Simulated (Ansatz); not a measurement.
**AlF4 (SMILES [F][Al-]([F])([F])[F]) (charge −1): density, localisation and related maps**

```xyz
5

F    -0.1015   -0.2940    1.6600
Al    0.0000    0.0000    0.0000
F    -1.3430    0.8958   -0.4962
F     0.0345   -1.4699   -0.8310
F     1.4099    0.8681   -0.3328
```

Geometry: PBE0-D4/def2-TZVPD.

Computed with RKS PBE0-D4/def2-TZVPPD (Ansatz 0.2.0).

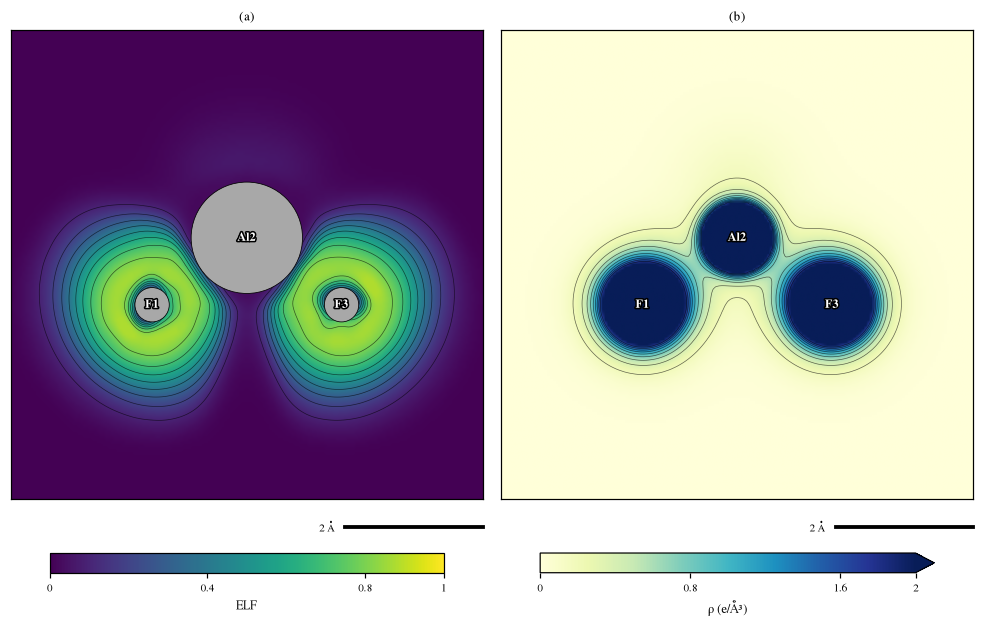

Figure 1. (a) ELF; (b) total electron density on the plane of atoms F1, Al2 and F3. Grey discs cover the atomic cores in the ELF map.

**Read the bonding off the picture.**

- The plane passes through F and Al nuclei.
- Al–F (1.69 Å): ρ at the midpoint is about 0.83 e/Å³; the ELF peaks at about 0.85 in the valence shell of F, 0.5 Å from its nucleus, and is about 0.40 at the midpoint.
- The ELF also peaks beside F3 and F1, away from the bonds: lone-pair regions.

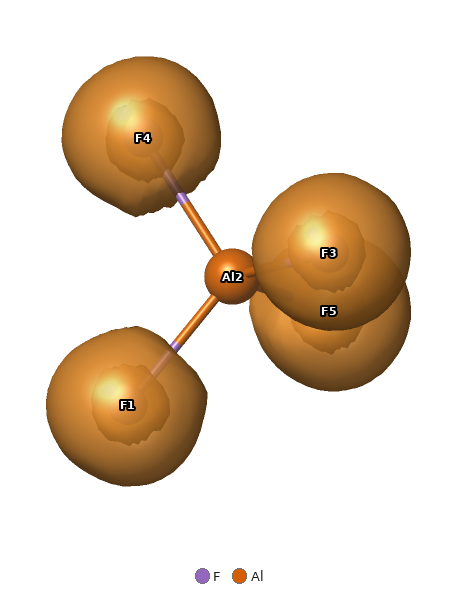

Figure 2. Isosurface of the ELF at 0.75 (orange), seen from one side. Core shells and regions of very low density are left out.

**Identify the bonds, lone pairs and shells in this picture.**

The ELF exceeds this value in four regions wrapped around F (the valence shell of each).

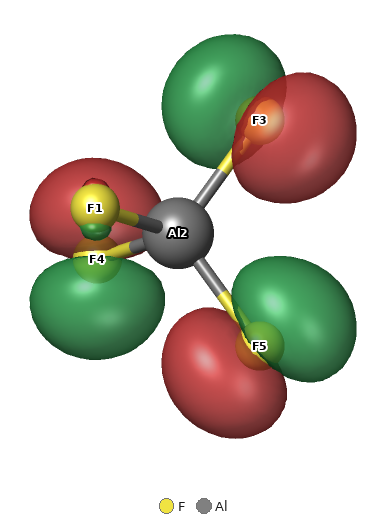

Figure 3. The HOMO at ±0.1 Å⁻³ᐟ² (green and red are the two phases), seen at a tilt.

**Describe this orbital and give its energy.**

Its weight (Hirshfeld) is mainly on F4 (about 30 %), F3 (about 30 %) and F5 (about 30 %); largely a combination of lone pairs on F4, F3 and F5. It is one of a degenerate set, so its orientation is arbitrary. Its energy is −5.43 eV.
